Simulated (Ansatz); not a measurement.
# Geometry relaxation, with input and output: CH$_{5}$FOZn

CH$_{5}$FOZn, computed with RKS PBE0-D4/def2-SVP (Ansatz 0.2.0).

The input holds or restrains some coordinates. It belongs to a series of runs on one base structure; here: pulled along the bonds that form and break, towards end A.

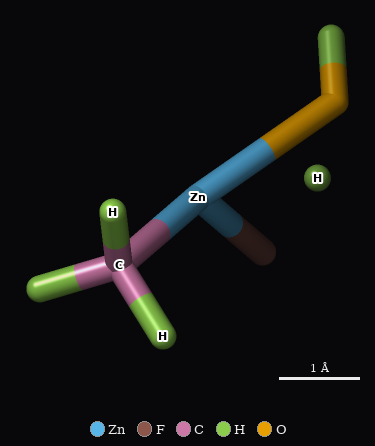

Fig. 1: The structure as given in the input (stick view, seen at a tilt). Sticks mark near contacts. Bond lengths as drawn: C–H 1.08 Å, C–Zn 1.99 Å, F–Zn 2.13 Å, H–O 0.96 Å and O–Zn 2.20 Å.

Summary

```tsv
quantity	value
outcome	converged under the restraints of the input
total energy	−54278.8883 eV
mean-field energy	−54278.8010 eV
largest force (length of the vector) at the end, held atoms and coordinates included	0.457 eV/Å
hardware	2 threads of Intel Xeon (Sapphire Rapids), 16 GiB of memory available, shared host
wall time	21 s (CPU time 40 s)
peak memory	0.24 GiB
```

The input
```yaml
crystal:
  periodic: [false, false, false]
  atoms:
    - { symbol: Zn, position_ang: [-0.2519, -0.0202, -0.0488] }
    - { symbol: F, position_ang: [-0.5718, -2.1195, -0.1643] }
    - { symbol: C, position_ang: [0.3609, 1.2209, 1.3786] }
    - { symbol: H, position_ang: [-0.2775, -1.7562, -1.2751] }
    - { symbol: O, position_ang: [-0.019, -0.8104, -2.0842] }
    - { symbol: H, position_ang: [-0.3742, 1.3027, 2.1681] }
    - { symbol: H, position_ang: [0.559, 2.2068, 0.9803] }
    - { symbol: H, position_ang: [1.2771, 0.8202, 1.7964] }
    - { symbol: H, position_ang: [-0.7025, -0.8443, -2.7509] }
basis:
  gaussian: { orbitals: def2-SVP }
hamiltonian:
  xc: pbe0
  dispersion: d4
relax:
  f_tol: 0.15
  max_steps: 25
  restrain:
    - { distance: [0, 4], at: 3.18, k: 30.0 }
    - { distance: [3, 1], at: 2.18, k: 30.0 }
    - { distance: [0, 1], at: 1.79, k: 30.0 }
    - { distance: [3, 4], at: 0.97, k: 30.0 }
output:
  orbitals: {}
```

Launched with:
```bash
ansatz run input.yaml --threads 2 --pin off --max-ram 3072MiB --backend cpu --events-out ev --progress --plain --runs-dir out
```

The program's output
```
The last accepted step is kept in [file] (removed where the run ends without a failure and the disk answers)
Engine: ansatz 0.2.0, x86_64-unknown-linux-gnu
Functional definition: PBE0
  parameter a = 0.25
  parameter kappa = 0.804
  parameter beta = 0.06672455060314922
  exchange = (1 - a)*pbe_x(kappa = kappa, mu = beta*pi^2/3) + a*exact_x
  correlation = pbe_c(beta = beta)
1042 factors; integrals over basis functions are off by at most 2.9e-4 eV
mean field evaluation 1: about -54268.1025 eV, gradient 7.3e1 eV
mean field evaluation 2: about -54257.3293 eV, gradient 1.0e2 eV
mean field evaluation 4: about -54278.2991 eV, gradient 5.3e0 eV
mean field evaluation 8: about -54278.4088 eV, gradient 2.2e-1 eV
mean field evaluation 16: about -54278.4089 eV, gradient 9.5e-6 eV
mean field -54278.40889298 eV, -1994.6947355900 hartree, gradient 9.5e-6 eV, S^2 0.000000; 0 other end points of the search recorded, 0 dependent functions left out
the calculation of the forces begins
reference -54278.40892652 eV, -1994.6947368225 hartree; 29, 29 occupied and 69, 69 virtual orbitals, 1042 factors
relax step   1: F+E_penalty+E_count = -54278.50263118 eV  Δ(F+E_penalty+E_count) = +0.000e0 eV  max|allowed force component| = 2.609e0 eV/Å  E_restraint = 31.84506001 eV  max|allowed force component, restraints' pulls added| = 3.313e1 eV/Å  Δτ_max = 0.0000 Å  (27 SCF iters, accepted)
  distance Zn 0 - O 4 = 2.1958 Å
  distance H 3 - F 1 = 1.2052 Å
  distance Zn 0 - F 1 = 2.1267 Å
  distance H 3 - O 4 = 1.2712 Å
these checks for a lower state are left out or cut short: starts, cluster_reference, orbital_swaps, neighbouring_geometries, increment
1042 factors; integrals over basis functions are off by at most 3.0e-4 eV
mean field -54278.32201964 eV, -1994.6915430536 hartree, gradient 1.8e-5 eV, S^2 0.000000; 0 other end points of the search recorded, 0 dependent functions left out
[... from here on the field's lines of each further geometry are left out, up to the last ...]
relax step   2: F+E_penalty+E_count = -54278.41428953 eV  Δ(F+E_penalty+E_count) = +8.834e-2 eV  max|allowed force component| = 3.957e0 eV/Å  E_restraint = 13.95843800 eV  max|allowed force component, restraints' pulls added| = 2.411e1 eV/Å  Δτ_max = 0.1946 Å  (35 SCF iters, accepted)
relax step   3: F+E_penalty+E_count = -54278.63675019 eV  Δ(F+E_penalty+E_count) = -2.225e-1 eV  max|allowed force component| = 2.986e0 eV/Å  E_restraint = 4.28760974 eV  max|allowed force component, restraints' pulls added| = 1.048e1 eV/Å  Δτ_max = 0.1947 Å  (30 SCF iters, accepted)
relax step   4: F+E_penalty+E_count = -54278.60806734 eV  Δ(F+E_penalty+E_count) = +2.868e-2 eV  max|allowed force component| = 1.281e0 eV/Å  E_restraint = 0.16109370 eV  max|allowed force component, restraints' pulls added| = 3.619e0 eV/Å  Δτ_max = 0.1985 Å  (28 SCF iters, accepted)
relax step   5: F+E_penalty+E_count = -54278.75079245 eV  Δ(F+E_penalty+E_count) = -1.427e-1 eV  max|allowed force component| = 1.169e0 eV/Å  E_restraint = 0.01521758 eV  max|allowed force component, restraints' pulls added| = 1.533e0 eV/Å  Δτ_max = 0.1947 Å  (29 SCF iters, accepted)
relax step   6: F+E_penalty+E_count = -54278.85222051 eV  Δ(F+E_penalty+E_count) = -1.014e-1 eV  max|allowed force component| = 3.441e-1 eV/Å  E_restraint = 0.00367936 eV  max|allowed force component, restraints' pulls added| = 3.776e-1 eV/Å  Δτ_max = 0.1999 Å  (29 SCF iters, accepted)
relax step   7: F+E_penalty+E_count = -54278.88306277 eV  Δ(F+E_penalty+E_count) = -3.084e-2 eV  max|allowed force component| = 3.354e-1 eV/Å  E_restraint = 0.00313572 eV  max|allowed force component, restraints' pulls added| = 4.849e-2 eV/Å  Δτ_max = 0.1350 Å  (29 SCF iters, accepted)
relax step   8: F+E_penalty+E_count = -54278.87088961 eV  Δ(F+E_penalty+E_count) = +1.217e-2 eV  max|allowed force component| = 1.212e0 eV/Å  E_restraint = 0.00674514 eV  max|allowed force component, restraints' pulls added| = 1.233e0 eV/Å  Δτ_max = 0.1950 Å  (29 SCF iters, rejected (line search))
relax step   9: F+E_penalty+E_count = -54278.88575322 eV  Δ(F+E_penalty+E_count) = -2.690e-3 eV  max|allowed force component| = 3.884e-1 eV/Å  E_restraint = 0.00312363 eV  max|allowed force component, restraints' pulls added| = 3.531e-1 eV/Å  Δτ_max = 0.0954 Å  (30 SCF iters, accepted)
the calculation of the forces begins
reference -54278.80103044 eV, -1994.7091463758 hartree; 29, 29 occupied and 69, 69 virtual orbitals, 1043 factors
relax step  10: F+E_penalty+E_count = -54278.88825640 eV  Δ(F+E_penalty+E_count) = -2.503e-3 eV  max|allowed force component| = 3.535e-1 eV/Å  E_restraint = 0.00317617 eV  max|allowed force component, restraints' pulls added| = 1.455e-2 eV/Å  Δτ_max = 0.0391 Å  (30 SCF iters, accepted)
  distance Zn 0 - O 4 = 3.1707 Å
  distance H 3 - F 1 = 2.1732 Å
  distance Zn 0 - F 1 = 1.7812 Å
  distance H 3 - O 4 = 0.9686 Å
1043 factors; integrals over basis functions are off by at most 4.9e-4 eV
mean field evaluation 96: about -54278.8010 eV, gradient 6.6e-5 eV
```

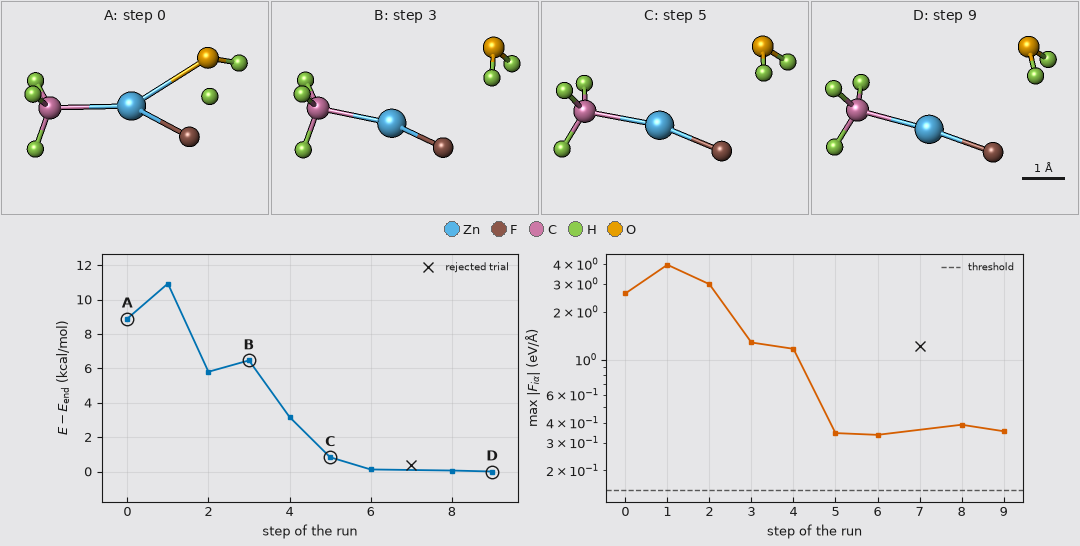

Fig. 2: Frames of the restrained relaxation (ball-and-stick view, seen at a tilt) above the curves, on which the letters mark them (the first geometry is step 0 here and step 1 in the log).

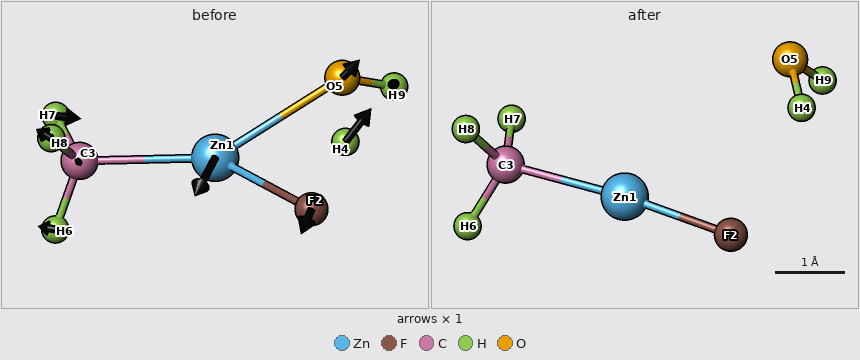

Fig. 3: Before (left) and after (right) the restrained relaxation, at one scale (ball-and-stick view, seen at a tilt). The black arrows give the displacements, at true length. The atom that moves furthest after the best rigid fit is Zn1 (0.85 Å). Largest moves by element: Zn 0.85 Å, H 0.64 Å, F 0.44 Å, O 0.38 Å, C 0.09 Å. Among the contacts that change: Zn1–O5 2.196 → 3.171 Å, Zn1–F2 2.127 → 1.781 Å, H4–O5 1.271 → 0.969 Å, Zn1–C3 1.988 → 1.922 Å. New bonds form: H4–O5 (1.27 → 0.97 Å). Bonds break: Zn1–O5 (2.20 → 3.17 Å). Among the angles that change: F2–Zn1–C3 134.5° → 175.2°, Zn1–C3–H8 107.8° → 110.3°. The energy falls by 8.89 kcal/mol in 9 geometry steps. Largest force component: 2.6 eV/Å at the start, 0.35 eV/Å at the end. The line search rejected the trial step at point 7 (counted from 0) and went back. (Atoms are counted from 1 in the order of the input.)

```
mean field -54278.80099403 eV, -1994.7091450379 hartree, gradient 1.6e-5 eV, S^2 0.000000; 1 other end points of the search recorded, 0 dependent functions left out
the calculation of the forces begins
reference -54278.80103044 eV, -1994.7091463758 hartree; 29, 29 occupied and 69, 69 virtual orbitals, 1043 factors
Total energy: -54278.88829280 eV, -1994.7123532087 hartree
Atom 0 at    -0.272298    -0.433185     0.694826 Å, force    -0.051907    -0.284708    -0.353510 eV/Å
Atom 1 at    -0.913236    -1.991406     0.116908 Å, force     0.171093     0.260911    -0.102560 eV/Å
Atom 2 at     0.370942     1.206159     1.464769 Å, force    -0.000264    -0.005540    -0.001821 eV/Å
Atom 3 at    -0.130704    -1.732546    -1.893892 Å, force    -0.060181     0.009021     0.172125 eV/Å
Atom 4 at     0.130215    -0.953448    -2.406883 Å, force    -0.059645     0.006207     0.304735 eV/Å
Atom 5 at    -0.269439     1.523570     2.301699 Å, force     0.002394     0.001178    -0.001110 eV/Å
Atom 6 at     0.384714     2.008465     0.711880 Å, force    -0.001362    -0.001079    -0.003736 eV/Å
Atom 7 at     1.395874     1.074208     1.844252 Å, force    -0.006409     0.002799     0.000422 eV/Å
Atom 8 at    -0.695969    -0.701818    -2.833461 Å, force     0.006281     0.011211    -0.014546 eV/Å
Dipole moment:    -0.164723     0.309156     0.176756 e Å
```

Trajectory as extended XYZ (Å, eV, eV/Å), 10 frames, from step=1 to step=10
```
9
Properties=species:S:1:pos:R:3:forces:R:3 step=1 energy=-54278.50263
Zn   -0.2519   -0.0202   -0.0488    0.3946  -1.2111  -0.8683
F    -0.5718   -2.1195   -0.1643    0.3239   1.2276  -0.6210
C     0.3609    1.2209    1.3786   -0.5121  -0.6166  -0.8891
H    -0.2775   -1.7562   -1.2751    0.1041   0.9546  -0.4222
O    -0.0190   -0.8104   -2.0842   -0.0586  -0.8644   2.6094
H    -0.3742    1.3027    2.1681   -0.4485   0.0210   0.4526
H     0.5590    2.2068    0.9803    0.1150   0.5719  -0.2608
H     1.2771    0.8202    1.7964    0.4973  -0.2673   0.1930
H    -0.7025   -0.8443   -2.7509   -0.4156   0.1843  -0.1936
9
Properties=species:S:1:pos:R:3:forces:R:3 step=2 energy=-54278.41429
Zn   -0.2909   -0.0568    0.1383    0.0648  -2.6755  -1.0440
F    -0.5916   -2.0566   -0.0205    0.2435   2.0846  -0.4652
C     0.3614    1.2265    1.3890   -0.1476   0.1752  -0.3153
H    -0.2342   -1.6815   -1.4417    0.4953   1.7096  -1.9366
O     0.0255   -0.9207   -2.2349    0.5351  -1.6391   3.9566
H    -0.3787    1.3051    2.1760   -0.3112   0.1404   0.5362
H     0.5595    2.2121    0.9762    0.0544   0.3640  -0.1681
H     1.2824    0.8181    1.7993    0.3641  -0.1656   0.1965
H    -0.7333   -0.8462   -2.7817   -1.2984   0.0062  -0.7601
9
Properties=species:S:1:pos:R:3:forces:R:3 step=3 energy=-54278.63675
Zn   -0.3269   -0.1001    0.2805   -0.1003  -2.9860  -0.9781
F    -0.6153   -1.9953    0.1259    0.0986   1.9634  -0.4043
C     0.3616    1.2323    1.3918    0.0652   0.5465   0.1199
H    -0.1886   -1.6391   -1.6261    0.1439   0.0353  -0.2721
O     0.0588   -0.9948   -2.3357    0.5688  -0.1479   1.5343
H    -0.3803    1.3083    2.1826   -0.1546   0.2471   0.5399
H     0.5600    2.2164    0.9736    0.0183   0.2968  -0.1737
H     1.2856    0.8172    1.8012    0.2395  -0.0587   0.1737
H    -0.7548   -0.8450   -2.7937   -0.8795   0.1035  -0.5397
9
Properties=species:S:1:pos:R:3:forces:R:3 step=4 energy=-54278.60807
Zn   -0.3682   -0.1628    0.4432    0.1663  -1.2810  -0.7049
F    -0.6537   -1.9147    0.2582   -0.1975   0.2602  -0.5239
C     0.3626    1.2513    1.4097    0.0326   0.4028   0.2724
H    -0.1247   -1.6836   -1.8087   -0.1554  -1.0721   1.0777
O     0.0918   -1.0487   -2.4761   -0.1149   1.0416  -0.4239
H    -0.3739    1.3311    2.2143    0.0670   0.3731   0.4598
H     0.5570    2.2279    0.9664   -0.0391   0.1514  -0.1688
H     1.2927    0.8260    1.8106    0.1070   0.1103   0.1486
H    -0.7836   -0.8265   -2.8176    0.1340   0.0137  -0.1370
9
Properties=species:S:1:pos:R:3:forces:R:3 step=5 energy=-54278.75079
Zn   -0.3405   -0.2091    0.5399   -0.0288  -1.1688  -0.6562
F    -0.7662   -1.9151    0.1398    0.0730   0.6709  -0.1571
C     0.3647    1.2795    1.4784   -0.0676   0.1317   0.3584
H    -0.0581   -1.8143   -1.9366    0.1953   0.9822  -0.3942
O     0.0776   -1.0099   -2.5039   -0.7406  -0.9009   0.7867
H    -0.3153    1.4345    2.3350    0.1699   0.1916  -0.0175
H     0.5273    2.2296    0.9513   -0.0777  -0.1003  -0.0741
H     1.3259    0.9107    1.8724    0.0415   0.1650   0.0561
H    -0.8154   -0.9060   -2.8762    0.4351   0.0285   0.0978
9
Properties=species:S:1:pos:R:3:forces:R:3 step=6 energy=-54278.85222
Zn   -0.2691   -0.3114    0.5826   -0.2147  -0.2857  -0.0104
F    -0.9155   -1.8941    0.0892    0.2099   0.1931  -0.2587
C     0.3663    1.2407    1.5285    0.1545  -0.0920  -0.3270
H    -0.0272   -1.7303   -1.8893   -0.1748   0.0308   0.0689
O     0.0786   -0.9817   -2.4959    0.0622   0.0207   0.3441
H    -0.2541    1.4993    2.3968   -0.0664  -0.0561   0.0136
H     0.4139    2.1019    0.8475    0.0261   0.0899   0.0498
H     1.3874    1.0118    1.8703    0.0154   0.1124   0.0756
H    -0.7802   -0.9363   -2.9296   -0.0122  -0.0131   0.0442
9
Properties=species:S:1:pos:R:3:forces:R:3 step=7 energy=-54278.88306
Zn   -0.2948   -0.3987    0.6749   -0.0457  -0.2765  -0.3354
F    -0.9262   -1.9605    0.0963    0.1833   0.2553  -0.1018
C     0.3737    1.2137    1.4795    0.0164  -0.0016   0.0016
H    -0.0665   -1.7166   -1.8847   -0.0748   0.0145   0.1645
O     0.1055   -0.9314   -2.4251   -0.0575  -0.0357   0.2838
H    -0.2534    1.5136    2.3310   -0.0485   0.0166   0.0276
H     0.4004    2.0427    0.7575   -0.0162  -0.0047  -0.0314
H     1.3961    1.0553    1.8539    0.0299  -0.0164  -0.0073
H    -0.7346   -0.8180   -2.8831    0.0130   0.0485  -0.0017
9
Properties=species:S:1:pos:R:3:forces:R:3 step=8 energy=-54278.87089 accepted=F
Zn   -0.2788   -0.4400    0.6903   -0.0177  -0.3109  -0.3245
F    -0.9163   -2.0045    0.1179    0.1690   0.3131  -0.0993
C     0.3671    1.2025    1.4586    0.0556   0.0788  -0.0620
H    -0.1525   -1.7503   -1.8945    0.0891   0.3541  -0.0476
O     0.1576   -0.9728   -2.4003   -1.2123   0.0706   0.0671
H    -0.2576    1.5234    2.3061   -0.0304  -0.0175  -0.0177
H     0.3631    2.0047    0.7001    0.0091  -0.0772   0.0856
H     1.4004    1.0842    1.8264   -0.0681  -0.0176  -0.0569
H    -0.6829   -0.6473   -2.8043    1.0057  -0.3935   0.4553
9
Properties=species:S:1:pos:R:3:forces:R:3 step=9 energy=-54278.88575
Zn   -0.2832   -0.4202    0.6836   -0.0401  -0.2687  -0.3321
F    -0.9211   -1.9803    0.1081    0.1731   0.2570  -0.1110
C     0.3708    1.2087    1.4684    0.0075   0.0096  -0.0023
H    -0.1029   -1.7308   -1.8893   -0.0485   0.0491   0.1379
O     0.1301   -0.9501   -2.4156   -0.3884   0.0302   0.1840
H    -0.2617    1.5189    2.3141   -0.0084  -0.0022  -0.0064
H     0.3872    2.0232    0.7281   -0.0050  -0.0198   0.0020
H     1.3964    1.0656    1.8428   -0.0071  -0.0006  -0.0095
H    -0.7155   -0.7351   -2.8401    0.3169  -0.0545   0.1373
9
Properties=species:S:1:pos:R:3:forces:R:3 step=10 energy=-54278.88826
Zn   -0.2723   -0.4332    0.6948   -0.0519  -0.2847  -0.3535
F    -0.9132   -1.9914    0.1169    0.1711   0.2609  -0.1026
C     0.3709    1.2062    1.4648   -0.0003  -0.0055  -0.0018
H    -0.1307   -1.7325   -1.8939   -0.0602   0.0090   0.1721
O     0.1302   -0.9534   -2.4069   -0.0596   0.0062   0.3047
H    -0.2694    1.5236    2.3017    0.0024   0.0012  -0.0011
H     0.3847    2.0085    0.7119   -0.0014  -0.0011  -0.0037
H     1.3959    1.0742    1.8443   -0.0064   0.0028   0.0004
H    -0.6960   -0.7018   -2.8335    0.0063   0.0112  -0.0145
```

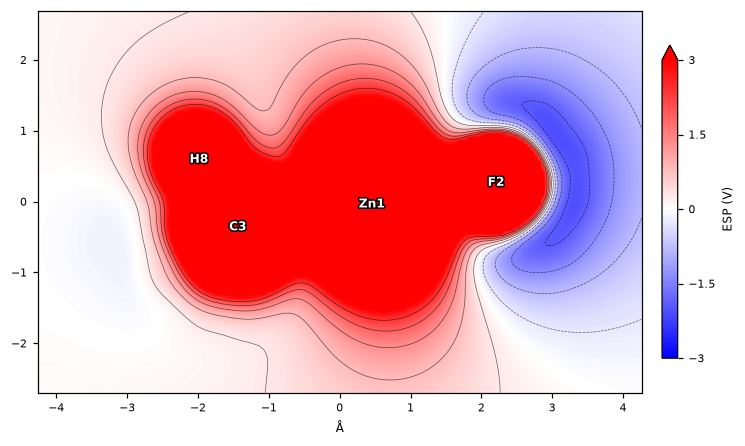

Fig. 4: Molecular electrostatic potential on the plane of atoms Zn1, C3 and H8. Atoms in the plane: Zn, F, C and H.

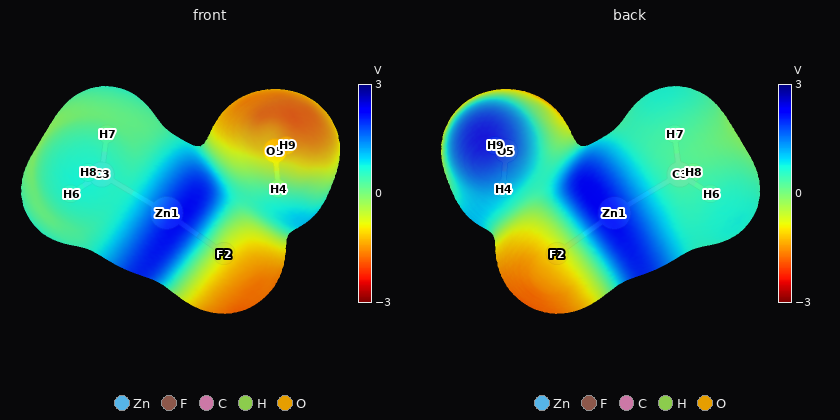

Fig. 5: The electrostatic potential painted on the density surface at 0.002 e/bohr³, seen face on and from behind; the colour scale runs from red (negative) to blue (positive).

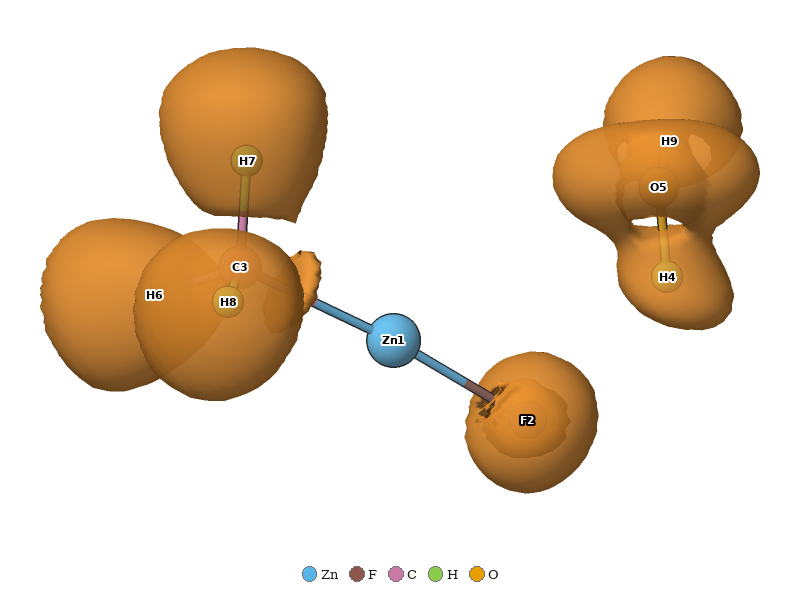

Fig. 6: Isosurface of the ELF at 0.8 (orange), seen at a tilt. Only the valence region is drawn (cores and ρ < 0.01 e/Å³ removed). Values along the shortest contacts: Zn1···O5 (3.17 Å): the ELF is only about 0 between them. Zn–F (1.78 Å): the ELF peaks at about 0.80 in the valence shell of F, 0.5 Å from its nucleus, and is about 0.15 at the midpoint.
